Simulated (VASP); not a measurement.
Band structure of Cr₂HgS₄ (space group P2/m). These are PBEsol GGA, VASP's PBE PAW potentials (set 64) (plane waves; VASP 6.6.1) values and carry that method's errors.

The run has a spin-polarised start. Unless said otherwise, spin-orbit coupling is left out, though it shifts the bands of the heavy elements here.

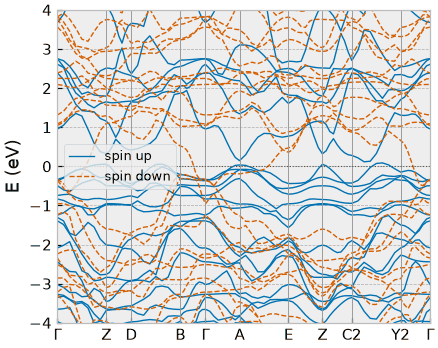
Figure. Bands along high-symmetry lines, zero at the valence-band maximum or, without a gap, the Fermi level

**Question.** Read the plot: is there a gap, and where are the band edges?

**Answer.** It has no gap at this level: it comes out as a metal or semimetal. (Edges off the drawn lines would not show.)

The structure comes from a computed database's Cr2HgS4 entry (P2/m); how it stands against other phases isn't given here. It was relaxed first, which changed the volume by -5 %.
